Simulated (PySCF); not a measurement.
**BNH3OF (SMILES NB(O)F) at CCSD(T)/6-311+G(d,p)**

Aim: the energy change on altering one bond length of BNH3OF at CCSD(T)/6-311+G**, from 2 runs. 

The calculation is run with PySCF 2.14.0.

1 further run of the same task is left out (set aside as unsound or not needed).

## Step 1: The system as given

BNH3OF: 7 atoms, total charge 0, spin state singlet. SMILES: `NB(O)F`. The shape is that of a PBE0-D4/def2-TZVP optimisation. This is one conformer, not always the lowest.

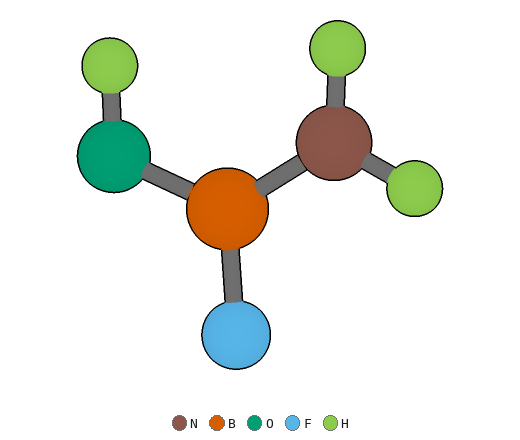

Viewed from a chosen angle; nitrogen brown, boron orange, oxygen teal, fluorine blue, hydrogen green.

## Step 2: A single-point energy at CCSD(T)/6-311+G(d,p)

input.py reads:

```python
from pyscf import gto, cc

mol = gto.M(
    atom='''
N     -1.004956     1.423720    -0.060660
B      0.074266    -0.955635    -0.545753
O      2.090604    -1.973441     0.693529
F     -0.935036    -2.377653    -2.374063
H     -2.495194     2.044117    -1.057680
H     -0.397031     2.634845     1.263282
H      2.783000    -0.924454     1.994984
''',
    unit='bohr',
    max_memory=1860,
    basis='6-311+g**',
    charge=0,
    verbose=3,
)

mf = mol.RHF()
mf.conv_tol = 1e-10
mf.kernel()
if not mf.converged:
    mf = mf.newton().run(mf.mo_coeff, mf.mo_occ)

mycc = cc.CCSD(mf, frozen=4)
mycc.kernel()
e_t = mycc.ccsd_t()
etot = mycc.e_tot + e_t
print('Final energy', etot)
```

Command:

```console
OMP_NUM_THREADS=1 python input.py
```

What it wrote:

```text
converged SCF energy = -255.42935065921
E(CCSD) = -256.1200166880606  E_corr = -0.6906660288504426
CCSD(T) correction = -0.0198942927170482
Final energy -256.1399109807776
```

Run time: 48 s. Hardware: 1 thread of Intel Xeon at 2.70GHz, shared host; peak memory 0.8 GiB.

## Step 3: The distorted shape

input.py reads:

```python
from pyscf import gto, cc

system = gto.M(
    atom='''
N     -1.868372     3.327288     0.327431
B      0.074266    -0.955635    -0.545753
O      2.090604    -1.973441     0.693529
F     -0.935036    -2.377653    -2.374063
H     -3.358610     3.947685    -0.669589
H     -1.260447     4.538414     1.651373
H      2.783000    -0.924454     1.994984
''',
    max_memory=1860,
    basis='6-311+g**',
    charge=0,
    verbose=3,
    spin=0,
    unit='bohr',
)

calc0 = system.RHF()
calc0.conv_tol = 1e-10
calc0.kernel()
if not calc0.converged:
    calc0 = calc0.newton().run(calc0.mo_coeff, calc0.mo_occ)

mycc = cc.CCSD(calc0, frozen=4)
mycc.kernel()
e_t = mycc.ccsd_t()
e_tot = mycc.e_tot + e_t
print('E = %.10f Eh' % e_tot)
```

Command:

```console
OMP_NUM_THREADS=1 python input.py
```

What it wrote:

```text
converged SCF energy = -255.202262308062
E(CCSD) = -255.916712588853  E_corr = -0.7144502807909154
CCSD(T) correction = -0.0270245899335389
E = -255.9437371788 Eh
```

Run time: 55 s. Hardware: 1 thread of Intel Xeon at 2.70GHz, shared host; peak memory 0.8 GiB.

## Step 4: What came out

Level: CCSD(T)/6-311+G**, 4 core orbitals frozen.

| quantity | value |
| --- | --- |
| first shape: total energy | -256.13991 Eh |
| first shape: dipole moment (Hartree–Fock density) | 3.93 D |
| first shape: HOMO energy (Hartree–Fock orbitals) | -11.92 eV |
| first shape: LUMO energy (Hartree–Fock orbitals) | 1.13 eV |
| first shape: HOMO–LUMO gap (Hartree–Fock orbitals) | 13.04 eV |
| first shape: correlation energy (4 core orbitals frozen) | -710.6 mEh |
| first shape: (T) correction | -19.89 mEh |
| first shape: T1 diagnostic | 0.012 |
| distorted shape: total energy | -255.94374 Eh |
| distorted shape: dipole moment (Hartree–Fock density) | 2.52 D |
| distorted shape: HOMO energy (Hartree–Fock orbitals) | -9.42 eV |
| distorted shape: LUMO energy (Hartree–Fock orbitals) | 0.52 eV |
| distorted shape: HOMO–LUMO gap (Hartree–Fock orbitals) | 9.95 eV |
| distorted shape: correlation energy (4 core orbitals frozen) | -741.5 mEh |
| distorted shape: (T) correction | -27.02 mEh |
| distorted shape: T1 diagnostic | 0.021 |
| energy change with the N1–B2 bond stretched from 1.406 to 2.531 Å | 5.338 eV |

**Reading.** With the N1–B2 bond stretched from 1.406 to 2.531 Å the energy rises by 5.34 eV (515 kJ/mol). The first shape isn't relaxed at this level, so the change isn't measured from a minimum. Mulliken charges (first shape) of the mean-field density run from -0.79 on N1 to +0.55 on B2; in a basis this large or diffuse they mean little. The triples (first shape) make up 2.8 % of the correlation energy. The T1 diagnostic (distorted shape) of 0.021 is above the customary mark for such species, so a single reference may not serve. The triples (distorted shape) make up 3.6 % of the correlation energy.
